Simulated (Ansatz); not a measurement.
```xyz
14

C    -1.1520   -1.7320    0.3261
Si    0.5803   -1.0007    0.1916
C     0.5744    0.4824   -0.9941
O     1.4681    1.6557   -0.5684
B    -0.2493    1.7861   -0.6881
F    -0.7901    1.9246    0.5637
H    -1.1687   -2.5856    1.0331
H    -1.5057   -2.0963   -0.6597
H    -1.8587   -0.9579    0.6864
H     1.0476   -0.4513    1.5210
H     1.5777   -2.0451   -0.2399
H     0.8275    0.2717   -2.0488
H     1.6369    1.5438    0.3936
H    -0.5596    2.5945   -1.5415
```

Computed with RKS PBE/def2-SVP (Ansatz).

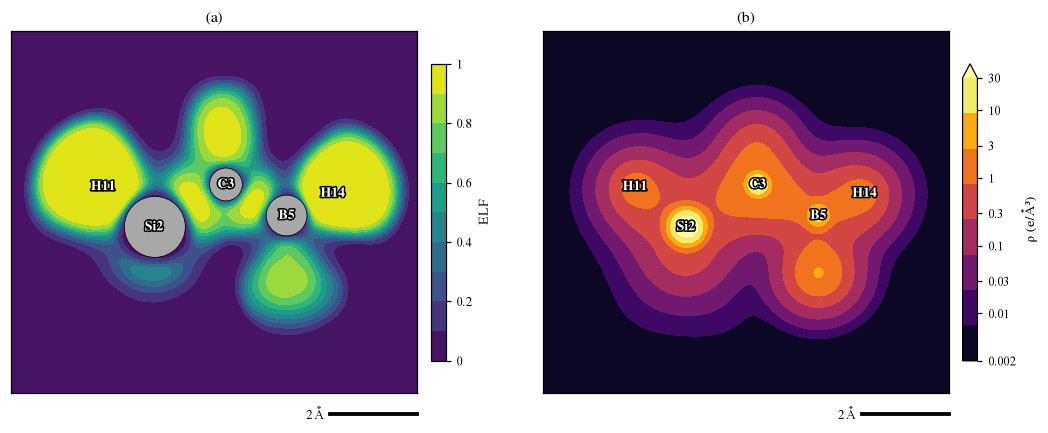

C₂H₈BFOSi. (a) electron localisation function; (b) total electron density on the plane of atoms C3, Si2 and H11. Grey discs cover the atomic cores in the ELF map.

Question: Describe what can be read from this map.

Answer:
- The plane passes through Si, C, B and H nuclei.
- C–B (1.57 Å): ρ at the midpoint is about 1.3 e/Å³; the ELF peaks at about 0.95 between the atoms: a covalent bond.
- C–Si (1.90 Å): ρ is about 0.92 e/Å³ halfway; the ELF peaks at about 0.95 between the atoms, as expected for localised, covalent bonding.
- B–H (1.22 Å): ρ at the midpoint is about 1.2 e/Å³; the ELF climbs to about 1 towards the hydrogen, as it does in any bond to H (a covalent bond by its length).
- The ELF also peaks beside F6, away from the bonds: lone-pair regions.
